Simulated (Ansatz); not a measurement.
C₂H₁₀OSSi₂ (SMILES C[SiH2]OC([SiH3])S)

```xyz
16

C    -0.0144   -2.9099    0.3453
Si    0.8573   -1.2736    0.6481
O    -0.1793   -0.0705    0.0389
C     0.2954    1.2038   -0.3499
Si   -1.1557    2.1626   -1.1592
S     1.0430    2.2084    1.0284
H     0.5870   -3.7448    0.7450
H    -0.9963   -2.9299    0.8473
H    -0.1762   -3.0848   -0.7309
H     1.1215   -1.0912    2.1141
H     2.1665   -1.1924   -0.0933
H     1.1483    1.1222   -1.0566
H    -0.6503    3.4471   -1.7430
H    -1.7913    1.3397   -2.2419
H    -2.1723    2.4518   -0.0954
H    -0.1060    2.3387    1.7472
```

All numbers below come from Ansatz, RKS PBE/6-31G*.

Q: What can the converged electron density and electron localisation function tell about the bonding?

A: C–O (1.41 Å): the density is about 2 e/Å³ at the midpoint, with its minimum of 1.7 e/Å³ about 0.5 Å from C; the ELF peaks at about 0.85 between the atoms (a polar covalent bond).
Si–O (1.70 Å): ρ is about 1 e/Å³ halfway; the ELF peaks at about 0.85 between the atoms: a shared but strongly polarised pair.

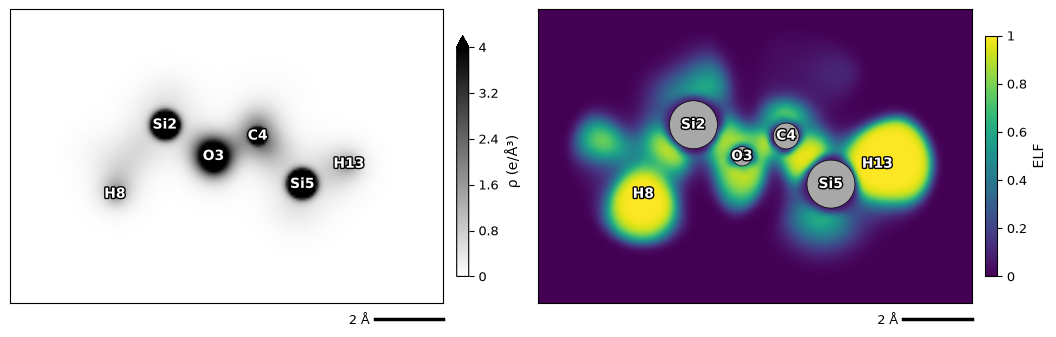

Computed electron density and electron localisation function on the plane of atoms O3, C4 and Si5, in this order. Grey discs cover the atomic cores in the ELF map. 
